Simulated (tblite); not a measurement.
C$_{8}$H$_{10}$AlN: geometry relaxation (part 2 of 4)

The same run, continued: C$_{8}$H$_{10}$AlN, SMILES CC#[N+][AlH2-][c]1ccccc1; GFN2-xTB geometry optimisation, gas phase (tblite 0.8.0). 

Geometry of the input (Å):
```
Al 2.7299  -0.2187  -0.0149
C  0.7593  -0.0526  -0.0296
C  0.1428  1.0928  -0.4720
C  -1.2673  1.2292  -0.4931
C  -2.0498  0.1568  0.0133
C  -1.4475  -1.0046  0.4634
C  -0.0453  -1.1023  0.4549
H  3.5969  1.0091  -0.5540
H  3.3981  -1.5525  0.5360
H  0.7112  1.9365  -0.8465
H  -1.7485  2.1228  -0.8476
H  -3.1448  0.2399  0.0058
H  -2.0591  -1.8269  0.8607
H  0.4205  -2.0317  0.8307
N  2.7072  -1.0479  -1.8361
C  2.7088  -1.5520  -2.8640
C  2.7169  -2.1618  -4.1987
H  3.6783  -2.6680  -4.3954
H  1.9171  -2.9166  -4.2602
H  2.5560  -1.4032  -4.9668
```

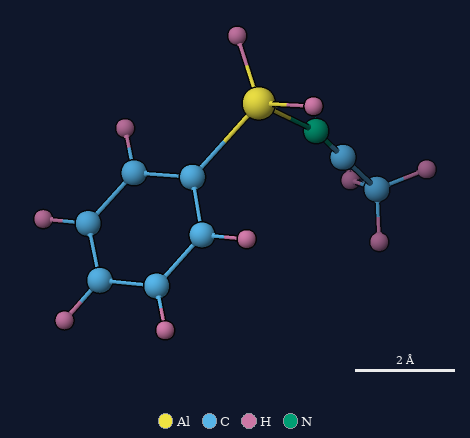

Figure 1. The geometry at step 38 of the log (ball-and-stick view, seen at a tilt).

**Trajectory as extended XYZ, continued**
```
20
Properties=species:S:1:pos:R:3:forces:R:3 step=21 energy=-712.12525
Al    2.7470   -0.2587   -0.1014   -0.0470   0.0020  -0.0070
C     0.7489   -0.0520    0.0056    0.0000  -0.0110  -0.0230
C     0.0987    1.0980   -0.4591    0.0070  -0.0230  -0.0090
C    -1.2803    1.2087   -0.4638   -0.0120   0.0190   0.0080
C    -2.0593    0.1620    0.0015    0.0150  -0.0180   0.0140
C    -1.4495   -0.9892    0.4740    0.0040   0.0130   0.0100
C    -0.0694   -1.0878    0.4731    0.0120  -0.0180  -0.0110
H     3.6091    1.0045   -0.4144   -0.0060   0.0000  -0.0020
H     3.4168   -1.4460    0.6625   -0.0120   0.0010  -0.0040
H     0.7041    1.9219   -0.8234    0.0040  -0.0050   0.0000
H    -1.7562    2.1089   -0.8307    0.0020   0.0150   0.0010
H    -3.1381    0.2429   -0.0012    0.0120   0.0010  -0.0060
H    -2.0570   -1.8064    0.8402   -0.0040  -0.0140   0.0120
H     0.4051   -1.9915    0.8455   -0.0120   0.0240  -0.0110
N     2.7833   -1.0780   -1.9211    0.0270  -0.0030  -0.0070
C     2.7427   -1.5734   -2.9542    0.0190   0.0070   0.0170
C     2.7126   -2.1863   -4.2393    0.0050  -0.0020   0.0150
H     3.6658   -2.6812   -4.4237    0.0160  -0.0140  -0.0100
H     1.9096   -2.9212   -4.2819   -0.0210  -0.0030   0.0220
H     2.5470   -1.4269   -5.0023   -0.0090   0.0270  -0.0100
20
Properties=species:S:1:pos:R:3:forces:R:3 step=24 energy=-712.12612
Al    2.7429   -0.2570   -0.1010    0.0300  -0.0180  -0.0280
C     0.7480   -0.0550   -0.0006   -0.0110  -0.0180  -0.0260
C     0.0981    1.0952   -0.4629   -0.0070   0.0130   0.0070
C    -1.2805    1.2093   -0.4621   -0.0040  -0.0040  -0.0160
C    -2.0592    0.1605   -0.0010    0.0000   0.0210   0.0460
C    -1.4493   -0.9885    0.4753   -0.0080  -0.0220  -0.0090
C    -0.0695   -1.0897    0.4693   -0.0150   0.0040   0.0100
H     3.6062    1.0091   -0.4124   -0.0230  -0.0210   0.0060
H     3.4102   -1.4461    0.6676   -0.0210   0.0230  -0.0150
H     0.7024    1.9211   -0.8240    0.0180  -0.0040  -0.0070
H    -1.7543    2.1123   -0.8238   -0.0100   0.0140  -0.0060
H    -3.1377    0.2427   -0.0010    0.0050   0.0000  -0.0060
H    -2.0567   -1.8042    0.8463    0.0010  -0.0060   0.0030
H     0.4025   -1.9916    0.8457    0.0150  -0.0040  -0.0070
N     2.7950   -1.0787   -1.9241    0.0270   0.0140   0.0310
C     2.7515   -1.5745   -2.9566    0.0230   0.0110   0.0110
C     2.7142   -2.1873   -4.2415   -0.0040   0.0070   0.0130
H     3.6657   -2.6858   -4.4304   -0.0190   0.0000  -0.0150
H     1.9064   -2.9185   -4.2744    0.0040   0.0050  -0.0030
H     2.5449   -1.4249   -5.0025    0.0020  -0.0160   0.0100
20
Properties=species:S:1:pos:R:3:forces:R:3 step=27 energy=-712.12772
Al    2.7387   -0.2578   -0.1074    0.0220  -0.0050  -0.0110
C     0.7443   -0.0640   -0.0186   -0.0060   0.0140   0.0000
C     0.0964    1.0916   -0.4693   -0.0080   0.0280  -0.0110
C    -1.2820    1.2109   -0.4611    0.0240  -0.0070   0.0170
C    -2.0584    0.1613    0.0036   -0.0240   0.0380  -0.0160
C    -1.4508   -0.9900    0.4767   -0.0100   0.0020   0.0150
C    -0.0718   -1.0936    0.4634   -0.0120   0.0140  -0.0070
H     3.5957    1.0131   -0.4074   -0.0100  -0.0080   0.0020
H     3.3931   -1.4415    0.6739    0.0030  -0.0010  -0.0010
H     0.7030    1.9180   -0.8267    0.0090  -0.0170  -0.0170
H    -1.7527    2.1210   -0.8121   -0.0130  -0.0370  -0.0010
H    -3.1362    0.2426   -0.0015   -0.0300   0.0070   0.0220
H    -2.0564   -1.8021    0.8586   -0.0070   0.0050  -0.0160
H     0.4005   -1.9920    0.8436    0.0360  -0.0480  -0.0060
N     2.8241   -1.0781   -1.9249    0.0350   0.0070   0.0080
C     2.7737   -1.5736   -2.9574    0.0080   0.0000  -0.0020
C     2.7164   -2.1877   -4.2415   -0.0080   0.0130   0.0070
H     3.6616   -2.6944   -4.4456   -0.0540   0.0180   0.0000
H     1.9006   -2.9122   -4.2597    0.0360   0.0230  -0.0140
H     2.5410   -1.4231   -5.0006    0.0090  -0.0460   0.0310
20
Properties=species:S:1:pos:R:3:forces:R:3 step=30 energy=-712.12878
Al    2.7376   -0.2592   -0.1126   -0.0210   0.0020   0.0160
C     0.7414   -0.0686   -0.0299    0.0110   0.0010   0.0170
C     0.0954    1.0908   -0.4739    0.0110  -0.0190   0.0030
C    -1.2822    1.2120   -0.4586   -0.0140   0.0030   0.0110
C    -2.0602    0.1638    0.0062   -0.0030  -0.0250   0.0020
C    -1.4529   -0.9892    0.4789    0.0060   0.0210   0.0040
C    -0.0738   -1.0959    0.4597    0.0130  -0.0110  -0.0010
H     3.5883    1.0150   -0.4028    0.0090   0.0130  -0.0060
H     3.3830   -1.4379    0.6790    0.0190  -0.0200   0.0050
H     0.7048    1.9147   -0.8310    0.0010  -0.0020  -0.0260
H    -1.7537    2.1228   -0.8051   -0.0160  -0.0140  -0.0120
H    -3.1385    0.2439    0.0008   -0.0100   0.0190   0.0290
H    -2.0576   -1.8004    0.8643   -0.0130   0.0100  -0.0190
H     0.4022   -1.9953    0.8404   -0.0120   0.0160  -0.0380
N     2.8483   -1.0771   -1.9254    0.0360   0.0010  -0.0070
C     2.7892   -1.5726   -2.9576   -0.0020   0.0050   0.0190
C     2.7170   -2.1870   -4.2398   -0.0030  -0.0020   0.0090
H     3.6542   -2.6988   -4.4562    0.0190  -0.0100   0.0070
H     1.8995   -2.9069   -4.2523   -0.0210  -0.0150   0.0030
H     2.5389   -1.4259   -4.9982   -0.0090   0.0280  -0.0170
20
Properties=species:S:1:pos:R:3:forces:R:3 step=32 energy=-712.12954
Al    2.7352   -0.2599   -0.1149    0.0160   0.0010   0.0300
C     0.7404   -0.0715   -0.0362   -0.0040  -0.0050   0.0090
C     0.0953    1.0891   -0.4777   -0.0100  -0.0120   0.0120
C    -1.2824    1.2124   -0.4554   -0.0220  -0.0050  -0.0230
C    -2.0625    0.1645    0.0072    0.0180  -0.0110   0.0420
C    -1.4536   -0.9872    0.4813    0.0010  -0.0140  -0.0180
C    -0.0744   -1.0978    0.4560   -0.0070   0.0020   0.0050
H     3.5832    1.0179   -0.4016    0.0050   0.0070  -0.0010
H     3.3772   -1.4389    0.6819    0.0140  -0.0090  -0.0010
H     0.7061    1.9114   -0.8374   -0.0160  -0.0080  -0.0190
H    -1.7562    2.1218   -0.8009   -0.0080   0.0120  -0.0180
H    -3.1418    0.2469    0.0064    0.0350   0.0130   0.0240
H    -2.0597   -1.7974    0.8664   -0.0050   0.0020  -0.0110
H     0.4031   -1.9980    0.8337   -0.0290   0.0230  -0.0360
N     2.8698   -1.0756   -1.9249    0.0280   0.0000  -0.0050
C     2.8004   -1.5719   -2.9561   -0.0020   0.0000   0.0060
C     2.7170   -2.1860   -4.2375   -0.0040  -0.0100  -0.0120
H     3.6495   -2.7023   -4.4623    0.0340  -0.0100   0.0160
H     1.8975   -2.9034   -4.2458   -0.0320  -0.0170   0.0130
H     2.5367   -1.4257   -4.9961   -0.0120   0.0380  -0.0120
20
Properties=species:S:1:pos:R:3:forces:R:3 step=35 energy=-712.13113
Al    2.7328   -0.2614   -0.1160    0.0380   0.0050   0.0110
C     0.7375   -0.0776   -0.0484   -0.0100   0.0170  -0.0040
C     0.0928    1.0849   -0.4848   -0.0250   0.0220  -0.0160
C    -1.2851    1.2126   -0.4525    0.0130  -0.0020  -0.0350
C    -2.0643    0.1667    0.0160    0.0140   0.0510   0.0250
C    -1.4553   -0.9859    0.4838   -0.0160  -0.0360  -0.0170
C    -0.0771   -1.1008    0.4481   -0.0200   0.0140  -0.0150
H     3.5728    1.0236   -0.4008    0.0020  -0.0030   0.0160
H     3.3674   -1.4429    0.6853    0.0120   0.0060   0.0000
H     0.7061    1.9019   -0.8543   -0.0410  -0.0080  -0.0020
H    -1.7624    2.1209   -0.7962    0.0160   0.0180  -0.0170
H    -3.1429    0.2555    0.0229    0.0290  -0.0020   0.0270
H    -2.0649   -1.7923    0.8690    0.0030  -0.0360   0.0100
H     0.4019   -2.0024    0.8137   -0.0110  -0.0450   0.0100
N     2.9185   -1.0724   -1.9240    0.0010  -0.0160  -0.0230
C     2.8231   -1.5706   -2.9524    0.0040  -0.0070  -0.0240
C     2.7161   -2.1849   -4.2336   -0.0050   0.0000  -0.0150
H     3.6434   -2.7093   -4.4704   -0.0260   0.0220   0.0210
H     1.8897   -2.8971   -4.2294    0.0170   0.0280   0.0080
H     2.5306   -1.4202   -4.9900    0.0030  -0.0280   0.0400
20
Properties=species:S:1:pos:R:3:forces:R:3 step=38 energy=-712.13243
Al    2.7348   -0.2622   -0.1151   -0.0220  -0.0030  -0.0220
C     0.7344   -0.0801   -0.0566    0.0070  -0.0070  -0.0020
C     0.0892    1.0828   -0.4914    0.0140  -0.0120  -0.0240
C    -1.2874    1.2134   -0.4542    0.0000   0.0080   0.0060
C    -2.0639    0.1719    0.0264   -0.0110  -0.0120  -0.0140
C    -1.4584   -0.9873    0.4834    0.0050   0.0120   0.0030
C    -0.0805   -1.1030    0.4411    0.0110  -0.0260  -0.0180
H     3.5668    1.0278   -0.3963    0.0120   0.0020   0.0230
H     3.3636   -1.4444    0.6896    0.0150   0.0090   0.0030
H     0.7012    1.8954   -0.8680   -0.0080   0.0330  -0.0140
H    -1.7654    2.1222   -0.7961    0.0200   0.0100  -0.0150
H    -3.1408    0.2625    0.0396   -0.0260   0.0090   0.0330
H    -2.0687   -1.7931    0.8706    0.0170  -0.0150  -0.0010
H     0.3981   -2.0091    0.7990   -0.0150  -0.0190   0.0070
N     2.9553   -1.0719   -1.9265   -0.0170  -0.0030   0.0110
C     2.8399   -1.5704   -2.9527    0.0050   0.0070   0.0100
C     2.7147   -2.1844   -4.2316    0.0020   0.0040   0.0200
H     3.6371   -2.7127   -4.4743   -0.0060   0.0000  -0.0050
H     1.8846   -2.8907   -4.2176   -0.0010   0.0050   0.0030
H     2.5261   -1.4183   -4.9836   -0.0020  -0.0030  -0.0040
20
Properties=species:S:1:pos:R:3:forces:R:3 step=41 energy=-712.13339
Al    2.7328   -0.2635   -0.1197    0.0050  -0.0020   0.0060
C     0.7321   -0.0854   -0.0681   -0.0030  -0.0230  -0.0340
C     0.0875    1.0788   -0.5027   -0.0040  -0.0120   0.0080
C    -1.2887    1.2146   -0.4544   -0.0090  -0.0210   0.0030
C    -2.0655    0.1753    0.0328   -0.0060  -0.0200   0.0000
C    -1.4603   -0.9874    0.4838    0.0100   0.0080  -0.0100
C    -0.0826   -1.1091    0.4304   -0.0030   0.0060   0.0010
H     3.5611    1.0323   -0.3886    0.0060  -0.0040   0.0200
H     3.3589   -1.4439    0.6934    0.0060   0.0190  -0.0090
H     0.6956    1.8941   -0.8824    0.0010  -0.0080  -0.0030
H    -1.7636    2.1261   -0.7956    0.0140  -0.0150   0.0010
H    -3.1428    0.2700    0.0597    0.0060   0.0120   0.0210
H    -2.0682   -1.7949    0.8743    0.0200   0.0270  -0.0160
H     0.3925   -2.0189    0.7873   -0.0130   0.0250  -0.0160
N     2.9882   -1.0717   -1.9260   -0.0180   0.0120   0.0320
C     2.8591   -1.5689   -2.9510   -0.0090   0.0040   0.0200
C     2.7143   -2.1829   -4.2266    0.0000   0.0030  -0.0020
H     3.6293   -2.7167   -4.4809    0.0170  -0.0180  -0.0110
H     1.8795   -2.8824   -4.2032   -0.0160  -0.0140   0.0110
H     2.5213   -1.4172   -4.9768   -0.0040   0.0210  -0.0230
20
Properties=species:S:1:pos:R:3:forces:R:3 step=44 energy=-712.13414
Al    2.7324   -0.2644   -0.1212    0.0170   0.0140   0.0180
C     0.7314   -0.0899   -0.0776    0.0080   0.0000  -0.0310
C     0.0862    1.0752   -0.5092   -0.0060  -0.0010  -0.0050
C    -1.2898    1.2128   -0.4552    0.0110  -0.0050  -0.0080
C    -2.0670    0.1763    0.0368    0.0010   0.0210   0.0010
C    -1.4601   -0.9868    0.4823   -0.0050  -0.0040  -0.0060
C    -0.0836   -1.1118    0.4231   -0.0010   0.0180  -0.0140
H     3.5604    1.0334   -0.3818    0.0010   0.0000   0.0180
H     3.3604   -1.4421    0.6919    0.0030   0.0070   0.0020
H     0.6910    1.8924   -0.8920    0.0020  -0.0370   0.0070
H    -1.7602    2.1257   -0.7986   -0.0090  -0.0140   0.0140
H    -3.1432    0.2767    0.0773    0.0040   0.0010   0.0020
H    -2.0650   -1.7949    0.8727   -0.0130   0.0010   0.0080
H     0.3872   -2.0234    0.7776    0.0160   0.0010  -0.0090
N     3.0002   -1.0709   -1.9214   -0.0200  -0.0050  -0.0100
C     2.8660   -1.5673   -2.9463   -0.0100  -0.0070  -0.0140
C     2.7136   -2.1809   -4.2226   -0.0010   0.0030  -0.0040
H     3.6264   -2.7190   -4.4822   -0.0220   0.0090   0.0040
H     1.8758   -2.8787   -4.1939    0.0180   0.0140   0.0070
H     2.5186   -1.4143   -4.9736    0.0060  -0.0150   0.0200
20
Properties=species:S:1:pos:R:3:forces:R:3 step=47 energy=-712.13469
Al    2.7344   -0.2630   -0.1195   -0.0070  -0.0010  -0.0080
C     0.7316   -0.0943   -0.0897    0.0000  -0.0040   0.0120
C     0.0847    1.0716   -0.5148    0.0100  -0.0090  -0.0240
C    -1.2901    1.2110   -0.4564   -0.0020   0.0130   0.0010
C    -2.0683    0.1781    0.0398    0.0050  -0.0080   0.0060
C    -1.4607   -0.9863    0.4804    0.0020  -0.0040   0.0070
C    -0.0845   -1.1125    0.4161    0.0030  -0.0250  -0.0150
H     3.5605    1.0354   -0.3714    0.0080   0.0170   0.0140
H     3.3618   -1.4379    0.6945    0.0070  -0.0060   0.0160
H     0.6885    1.8873   -0.8979    0.0260   0.0070  -0.0170
H    -1.7590    2.1244   -0.7973   -0.0230   0.0170   0.0060
H    -3.1435    0.2816    0.0895   -0.0050   0.0020  -0.0090
H    -2.0644   -1.7938    0.8734   -0.0140  -0.0020   0.0130
H     0.3850   -2.0251    0.7699    0.0180  -0.0010  -0.0130
N     3.0073   -1.0712   -1.9203   -0.0180   0.0000  -0.0070
C     2.8709   -1.5668   -2.9454   -0.0010   0.0040   0.0000
C     2.7132   -2.1798   -4.2211   -0.0020  -0.0040   0.0090
H     3.6218   -2.7213   -4.4854    0.0030   0.0020   0.0070
H     1.8745   -2.8749   -4.1868   -0.0080  -0.0030   0.0000
H     2.5171   -1.4141   -4.9715   -0.0010   0.0080   0.0030
20
Properties=species:S:1:pos:R:3:forces:R:3 step=50 energy=-712.13534
Al    2.7348   -0.2618   -0.1205   -0.0010  -0.0130  -0.0060
C     0.7304   -0.1020   -0.1070   -0.0250  -0.0020   0.0040
C     0.0838    1.0653   -0.5286   -0.0030   0.0160   0.0010
C    -1.2905    1.2110   -0.4575   -0.0040  -0.0030  -0.0020
C    -2.0686    0.1807    0.0458    0.0130  -0.0090  -0.0030
C    -1.4617   -0.9871    0.4798    0.0030  -0.0070  -0.0020
C    -0.0861   -1.1185    0.4020   -0.0060  -0.0120   0.0120
H     3.5586    1.0418   -0.3565   -0.0010   0.0100   0.0100
H     3.3608   -1.4347    0.6998    0.0000   0.0030   0.0100
H     0.6904    1.8793   -0.9114    0.0080   0.0100  -0.0260
H    -1.7619    2.1262   -0.7924    0.0050   0.0020   0.0080
H    -3.1436    0.2891    0.1054    0.0240  -0.0010  -0.0070
H    -2.0665   -1.7920    0.8788    0.0110   0.0150   0.0020
H     0.3862   -2.0299    0.7544    0.0040  -0.0190  -0.0130
N     3.0218   -1.0706   -1.9191   -0.0030   0.0270   0.0340
C     2.8819   -1.5654   -2.9438   -0.0080  -0.0010   0.0070
C     2.7123   -2.1785   -4.2165   -0.0070  -0.0010  -0.0090
H     3.6145   -2.7247   -4.4895    0.0240  -0.0110   0.0050
H     1.8702   -2.8680   -4.1727   -0.0250  -0.0180  -0.0100
H     2.5139   -1.4118   -4.9646   -0.0080   0.0140  -0.0140
20
Properties=species:S:1:pos:R:3:forces:R:3 step=53 energy=-712.13583
Al    2.7367   -0.2611   -0.1177   -0.0050   0.0050   0.0070
C     0.7297   -0.1029   -0.1092    0.0080   0.0040  -0.0090
C     0.0844    1.0649   -0.5329    0.0030   0.0040   0.0110
C    -1.2900    1.2105   -0.4599    0.0110   0.0010   0.0000
C    -2.0664    0.1804    0.0463    0.0080   0.0030  -0.0120
C    -1.4608   -0.9887    0.4781    0.0070   0.0020   0.0000
C    -0.0856   -1.1213    0.3985    0.0100   0.0100   0.0080
H     3.5636    1.0443   -0.3474   -0.0180  -0.0090   0.0080
H     3.3686   -1.4327    0.7018   -0.0110   0.0080   0.0040
H     0.6930    1.8779   -0.9175   -0.0140  -0.0090  -0.0120
H    -1.7633    2.1256   -0.7931    0.0120  -0.0030   0.0060
H    -3.1407    0.2912    0.1092    0.0100  -0.0060  -0.0050
H    -2.0666   -1.7915    0.8783    0.0040  -0.0020   0.0050
H     0.3889   -2.0327    0.7483   -0.0070  -0.0150  -0.0100
N     3.0070   -1.0685   -1.9159    0.0020   0.0040  -0.0180
C     2.8738   -1.5645   -2.9413   -0.0100   0.0010   0.0060
C     2.7103   -2.1783   -4.2158   -0.0020   0.0000   0.0070
H     3.6159   -2.7235   -4.4843   -0.0120   0.0100   0.0110
H     1.8684   -2.8701   -4.1749    0.0060   0.0080  -0.0140
H     2.5138   -1.4105   -4.9648   -0.0020  -0.0150   0.0080
```
